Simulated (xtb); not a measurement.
Run report: C₂H₄SSi, geometry relaxation (part 1 of 2)

System: C₂H₄SSi.
Method: GFN2-xTB (xtb 6.7.1).

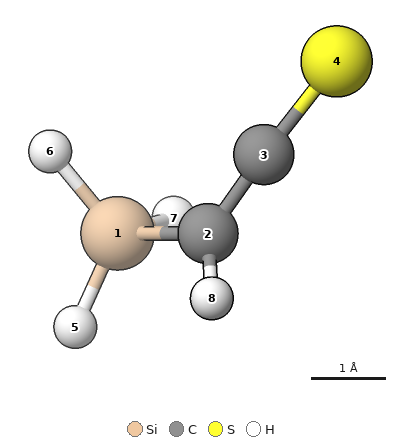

Figure 1. The structure as given in the input (ball-and-stick view, seen at a tilt; atoms are numbered from 1 in the order of the input).

Input (struc.xyz)
```
8
start
Si    -0.36488     0.99437    -0.42362
C     -0.25254    -0.79708    -0.02071
C      0.74160    -1.24027     0.74327
S      2.02940    -1.75873     1.56223
H     -1.43578     1.15010    -1.30396
H     -0.41082     1.78515     0.78717
H      0.88122     1.34625    -1.13106
H     -1.01639    -1.43131    -0.41222
```

File xtb.inp
```
$chrg 0
$spin 0
$end
```

Launch command:
```bash
xtb struc.xyz --opt crude --gfn 2 -I xtb.inp -P 1 > xtb.out 2> xtb.err
```

Log
```
* xtb version 6.7.1
   ID    Z sym.   atoms
    1   14 Si     1
    2    6 C      2, 3
    3   16 S      4
    4    1 H      5-8

           -------------------------------------------------
          |                Calculation Setup                |
           -------------------------------------------------

          program call               : xtb struc.xyz --opt crude --gfn 2 -I xtb.inp -P 1
          coordinate file            : struc.xyz
          omp threads                :                     1

           -------------------------------------------------
          |                 G F N 2 - x T B                 |
           -------------------------------------------------

      * Hamiltonian:
        H0-scaling (s, p, d)           1.850000    2.230000    2.230000
        zeta-weighting                 0.500000
      * Dispersion:
        s8                             2.700000
        a1                             0.520000
        a2                             5.000000
        s9                             5.000000
      * Repulsion:
        kExp                           1.500000    1.000000
        rExp                           1.000000
      * Coulomb:
        alpha                          2.000000
        third order                    shell-resolved
        anisotropic                    true
        a3                             3.000000
        a5                             4.000000
        cn-shift                       1.200000
        cn-exp                         4.000000
        max-rad                        5.000000

          ...................................................
          :                      SETUP                      :
          :.................................................:
          :  # basis functions                  32          :
          :  # atomic orbitals                  30          :
          :  # shells                           14          :
          :  # electrons                        22          :
          :  max. iterations                   250          :
          :  Hamiltonian                  GFN2-xTB          :
          :  restarted?                      false          :
          :  GBSA solvation                  false          :
          :  PC potential                    false          :
          :  electronic temp.          300.0000000     K    :
          :  accuracy                    1.0000000          :
          :  -> integral cutoff          0.2500000E+02      :
          :  -> integral neglect         0.1000000E-07      :
          :  -> SCF convergence          0.1000000E-05 Eh   :
          :  -> wf. convergence          0.1000000E-03 e    :
          :  Broyden damping             0.4000000          :
          :  net charge                          0          :
          :  unpaired electrons                  0          :
          ...................................................

 iter      E             dE          RMSdq      gap      omega  full diag
   1    -11.2726343 -0.112726E+02  0.730E+00    2.91       0.0  T
   2    -11.3261821 -0.535478E-01  0.428E+00    1.74       1.0  T
   3    -11.3452415 -0.190594E-01  0.317E+00    2.60       1.0  T
   4    -11.3824298 -0.371883E-01  0.168E+00    2.09       1.0  T
   5    -11.3834979 -0.106811E-02  0.115E+00    2.13       1.0  T
   6    -11.3817907  0.170713E-02  0.717E-01    2.07       1.0  T
   7    -11.3836105 -0.181973E-02  0.202E-01    2.11       1.0  T
   8    -11.3836541 -0.436257E-04  0.801E-02    2.11       1.0  T
   9    -11.3836601 -0.598410E-05  0.162E-02    2.11       2.2  T
  10    -11.3836603 -0.176326E-06  0.672E-03    2.11       5.3  T
  11    -11.3836604 -0.152204E-06  0.142E-03    2.11      24.9  T
  12    -11.3836604 -0.168121E-08  0.348E-04    2.11     101.6  T
  13    -11.3836604 -0.135556E-09  0.152E-04    2.11     232.3  T

   *** convergence criteria satisfied after 13 iterations ***

         #    Occupation            Energy/Eh            Energy/eV
      -------------------------------------------------------------
         1        2.0000           -0.7394251             -20.1208
       ...           ...                  ...                  ...
         5        2.0000           -0.4945416             -13.4572
         6        2.0000           -0.4621066             -12.5746
         7        2.0000           -0.4596649             -12.5081
         8        2.0000           -0.4456732             -12.1274
         9        2.0000           -0.4357078             -11.8562
        10        2.0000           -0.4097801             -11.1507
        11        2.0000           -0.3684477             -10.0260 (HOMO)
        12                         -0.2908244              -7.9137 (LUMO)
        13                         -0.2458613              -6.6902
        14                         -0.1880830              -5.1180
        15                         -0.1814532              -4.9376
        16                         -0.1658822              -4.5139
       ...                                ...                  ...
        30                          0.9455427              25.7295
      -------------------------------------------------------------
                  HL-Gap            0.0776232 Eh            2.1122 eV
             Fermi-level           -0.3296361 Eh           -8.9699 eV

 SCC (total)                   0 d,  0 h,  0 min,  0.018 sec
 SCC setup                      ...        0 min,  0.000 sec (  2.577%)
 Dispersion                     ...        0 min,  0.000 sec (  0.536%)
 classical contributions        ...        0 min,  0.000 sec (  0.245%)
 integral evaluation            ...        0 min,  0.002 sec ( 12.095%)
 iterations                     ...        0 min,  0.010 sec ( 55.469%)
 molecular gradient             ...        0 min,  0.005 sec ( 27.102%)
 printout                       ...        0 min,  0.000 sec (  1.714%)

         :::::::::::::::::::::::::::::::::::::::::::::::::::::
         ::                     SUMMARY                     ::
         :::::::::::::::::::::::::::::::::::::::::::::::::::::
         :: total energy             -11.230838314023 Eh    ::
         :: gradient norm              0.092634155612 Eh/a0 ::
         :: HOMO-LUMO gap              2.112235543945 eV    ::
         ::.................................................::
         :: SCC energy               -11.383658247374 Eh    ::
         :: -> isotropic ES            0.015223127830 Eh    ::
         :: -> anisotropic ES          0.002866089293 Eh    ::
         :: -> anisotropic XC          0.007426813816 Eh    ::
         :: -> dispersion             -0.005217269014 Eh    ::
         :: repulsion energy           0.152819933351 Eh    ::
         :: add. restraining           0.000000000000 Eh    ::
         :: total charge              -0.000000000000 e     ::
         :::::::::::::::::::::::::::::::::::::::::::::::::::::

      -----------------------------------------------------------
     |                   =====================                   |
     |                        A N C O P T                        |
     |                   =====================                   |
     |               Approximate Normal Coordinate               |
     |                Rational Function Optimizer                |
      -----------------------------------------------------------
      -----------------------------------------------------------
     |                   =====================                   |
     |                        A N C O P T                        |
     |                   =====================                   |
     |               Approximate Normal Coordinate               |
     |                Rational Function Optimizer                |
      -----------------------------------------------------------

          ...................................................
          :                      SETUP                      :
          :.................................................:
          :   optimization level             crude          :
          :   max. optcycles                   200          :
          :   ANC micro-cycles                  20          :
          :   degrees of freedom                18          :
          :.................................................:
          :   RF solver                   davidson          :
          :   write xtbopt.log                true          :
          :   linear?                        false          :
          :   energy convergence         0.5000000E-03 Eh   :
          :   grad. convergence          0.1000000E-01 Eh/α :
          :   maxmium RF displ.          1.0000000          :
          :   Hlow (freq-cutoff)         0.1000000E-01      :
          :   Hmax (freq-cutoff)         5.0000000          :
          :   S6 in model hess.         20.0000000          :
          ...................................................

generating ANC from exact Hessian ...
Using Lindh-Hessian (1995)
 Shifting diagonal of input Hessian by    8.7730123856636037E-003
 Lowest  eigenvalues of input Hessian
    0.000000    0.000000    0.000000    0.000000    0.000000    0.000000
    0.010000    0.012074    0.017149    0.025802    0.033680    0.035037
    0.037894    0.049638    0.079353    0.173196    0.267827    0.352793
 Highest eigenvalues
    0.477532    0.599903    0.779640    1.028743    1.163313    2.248875

........................................................................
.............................. CYCLE    1 ..............................
........................................................................

 iter      E             dE          RMSdq      gap      omega  full diag
   1    -11.3836604 -0.113837E+02  0.294E-05    2.11       0.0  T
   2    -11.3836604 -0.378364E-12  0.152E-05    2.11    2325.2  T
   3    -11.3836604  0.140332E-12  0.138E-05    2.11    2566.3  T
     SCC iter.                  ...        0 min,  0.003 sec
     gradient                   ...        0 min,  0.004 sec
 * total energy  :   -11.2308383 Eh     change       -0.2667910E-10 Eh
   gradient norm :     0.0926340 Eh/α   predicted     0.0000000E+00 (-100.00%)
   displ. norm   :     0.2478891 α      lambda       -0.1346754E-01
   maximum displ.:     0.1164680 α      in ANC's #10, #1, #8, ...

........................................................................
.............................. CYCLE    2 ..............................
........................................................................

 iter      E             dE          RMSdq      gap      omega  full diag
   1    -11.3995682 -0.113996E+02  0.621E-01    2.26       0.0  T
   2    -11.3996105 -0.422328E-04  0.386E-01    2.22       1.0  T
   3    -11.3994390  0.171482E-03  0.245E-01    2.27       1.0  T
   4    -11.3996543 -0.215296E-03  0.674E-02    2.23       1.0  T
   5    -11.3996722 -0.179517E-04  0.308E-02    2.24       1.1  T
   6    -11.3996737 -0.149063E-05  0.139E-02    2.23       2.5  T
   7    -11.3996745 -0.825144E-06  0.454E-03    2.24       7.8  T
   8    -11.3996745 -0.139673E-07  0.936E-04    2.24      37.8  T
   9    -11.3996745 -0.452239E-09  0.259E-04    2.24     136.7  T
     SCC iter.                  ...        0 min,  0.005 sec
     gradient                   ...        0 min,  0.004 sec
 * total energy  :   -11.2388771 Eh     change       -0.8038753E-02 Eh
   gradient norm :     0.0325594 Eh/α   predicted    -0.7147553E-02 ( -11.09%)
   displ. norm   :     0.2919073 α      lambda       -0.2861485E-02
   maximum displ.:     0.2557603 α      in ANC's #1, #2, #8, ...

........................................................................
.............................. CYCLE    3 ..............................
........................................................................

 iter      E             dE          RMSdq      gap      omega  full diag
   1    -11.4090408 -0.114090E+02  0.487E-01    2.36       0.0  T
   2    -11.4090646 -0.238545E-04  0.337E-01    2.33       1.0  T
   3    -11.4089947  0.699441E-04  0.219E-01    2.37       1.0  T
   4    -11.4091994 -0.204728E-03  0.477E-02    2.34       1.0  T
   5    -11.4092037 -0.430562E-05  0.251E-02    2.35       1.4  T
   6    -11.4092046 -0.887036E-06  0.926E-03    2.35       3.8  T
   7    -11.4092047 -0.125322E-06  0.524E-03    2.35       6.7  T
   8    -11.4092047 -0.165742E-07  0.116E-03    2.35      30.5  T
   9    -11.4092047 -0.728360E-09  0.632E-04    2.35      56.0  T
  10    -11.4092047 -0.184881E-09  0.230E-04    2.35     153.4  T
     SCC iter.                  ...        0 min,  0.006 sec
     gradient                   ...        0 min,  0.004 sec
 * total energy  :   -11.2390342 Eh     change       -0.1571273E-03 Eh
   gradient norm :     0.0212224 Eh/α   predicted    -0.1552658E-02 ( 888.15%)
   displ. norm   :     0.1512924 α      lambda       -0.1258109E-02
   maximum displ.:     0.1282067 α      in ANC's #1, #4, #9, ...

........................................................................
.............................. CYCLE    4 ..............................
........................................................................

 iter      E             dE          RMSdq      gap      omega  full diag
   1    -11.4054152 -0.114054E+02  0.216E-01    2.31       0.0  T
   2    -11.4054194 -0.419520E-05  0.147E-01    2.32       1.0  T
   3    -11.4054042  0.152410E-04  0.804E-02    2.31       1.0  T
   4    -11.4054263 -0.220702E-04  0.267E-02    2.32       1.3  T
   5    -11.4054269 -0.601980E-06  0.154E-02    2.31       2.3  T
   6    -11.4054279 -0.103477E-05  0.382E-03    2.31       9.3  T
   7    -11.4054279 -0.656112E-08  0.145E-03    2.31      24.4  T
   8    -11.4054279 -0.772447E-09  0.569E-04    2.31      62.2  T
   9    -11.4054279 -0.253435E-09  0.205E-04    2.31     172.5  T
     SCC iter.                  ...        0 min,  0.005 sec
     gradient                   ...        0 min,  0.004 sec
 * total energy  :   -11.2397734 Eh     change       -0.7391578E-03 Eh
   gradient norm :     0.0037110 Eh/α   predicted    -0.6434532E-03 ( -12.95%)
   displ. norm   :     0.0354783 α      lambda       -0.5631520E-04
   maximum displ.:     0.0277863 α      in ANC's #1, #2, #4, ...

........................................................................
.............................. CYCLE    5 ..............................
........................................................................

 iter      E             dE          RMSdq      gap      omega  full diag
   1    -11.4048626 -0.114049E+02  0.568E-02    2.30       0.0  T
   2    -11.4048630 -0.433002E-06  0.378E-02    2.30       1.0  T
   3    -11.4048623  0.676224E-06  0.242E-02    2.30       1.5  T
   4    -11.4048646 -0.226369E-05  0.798E-03    2.30       4.4  T
   5    -11.4048648 -0.179559E-06  0.389E-03    2.30       9.1  T
   6    -11.4048648 -0.327779E-07  0.167E-03    2.30      21.1  T
   7    -11.4048648 -0.425482E-08  0.445E-04    2.30      79.4  T
   8    -11.4048648 -0.387512E-10  0.163E-04    2.30     216.3  T
     SCC iter.                  ...        0 min,  0.005 sec
     gradient                   ...        0 min,  0.004 sec
 * total energy  :   -11.2398031 Eh     change       -0.2978145E-04 Eh
   gradient norm :     0.0021416 Eh/α   predicted    -0.2819299E-04 (  -5.33%)
   displ. norm   :     0.0089427 α      lambda       -0.1202631E-04
   maximum displ.:     0.0059953 α      in ANC's #12, #2, #3, ...

   *** GEOMETRY OPTIMIZATION CONVERGED AFTER 5 ITERATIONS ***
```
